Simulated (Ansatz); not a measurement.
Pressure series in Mg2Sn

The reference is Mg₂Sn (space group Fm-3m, No. 225).

```
CELL_PARAMETERS angstrom
      0.00000     3.37278     3.37278
      3.37278     0.00000     3.37278
      3.37278     3.37278     0.00000
ATOMIC_POSITIONS crystal
  Sn 0.00000 0.00000 0.00000
  Mg 0.25000 0.25000 0.25000
  Mg 0.75000 0.75000 0.75000
```

Cell and atoms are relaxed at each pressure.

All numbers come from PBEsol/PAW in Ansatz (a quantum-chemistry and plane-wave program), without spin-orbit coupling, earlier PAW set.

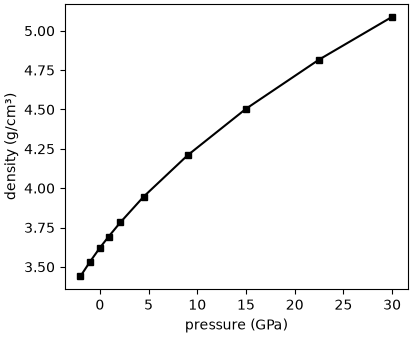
Density against pressure

```json
[
 {"pressure (GPa)": "-2", "density": "3.44 g/cm³"},
 {"pressure (GPa)": "-1", "density": "3.53 g/cm³"},
 {"pressure (GPa)": "0.9", "density": "3.69 g/cm³"},
 {"pressure (GPa)": "2.1", "density": "3.78 g/cm³"},
 {"pressure (GPa)": "4.5", "density": "3.95 g/cm³"},
 {"pressure (GPa)": "9", "density": "4.21 g/cm³"},
 {"pressure (GPa)": "15", "density": "4.50 g/cm³"},
 {"pressure (GPa)": "22.5", "density": "4.82 g/cm³"},
 {"pressure (GPa)": "30", "density": "5.09 g/cm³"}
]
```

Load acts through the strain it causes; cell and atoms are relaxed under it. Stability against distortions was not tested. Competing high-pressure phases were not computed.
